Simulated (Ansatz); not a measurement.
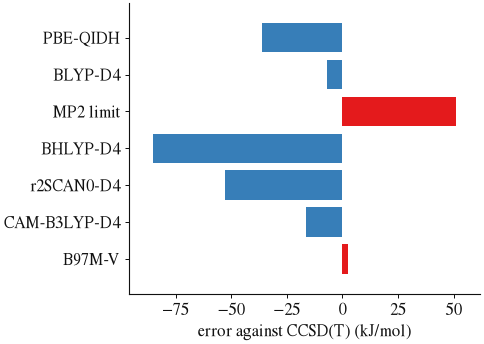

Error in the electronic atomisation energy (method less reference, so positive means overbinding) of SiHOCl, SMILES O[Si]Cl: functionals in def2-TZVPP against frozen-core CCSD(T) at the limit (scheme: direct), which gives 1415.1 kJ/mol, at a PBE0-D4/def2-TZVP geometry (a minimum by its frequencies), no zero-point or spin-orbit term, the Ansatz code. The reference leaves out core correlation, a term that grows with the number of heavy atoms. PBE-QIDH holds a correlation term that converges slowly with the basis, so part of the distance to the limit is basis error. No dispersion term is added to PBE-QIDH. Limit means the basis limit.

> What range do the values span?

From −85.2 kJ/mol (BHLYP-D4) to 51.1 kJ/mol (MP2 limit).

> Give the values.

```tsv
level	kJ/mol
PBE-QIDH	−36.3
BLYP-D4	−7.1
MP2 limit	51.1
BHLYP-D4	−85.2
r2SCAN0-D4	−52.8
CAM-B3LYP-D4	−16.6
B97M-V	2.6
```
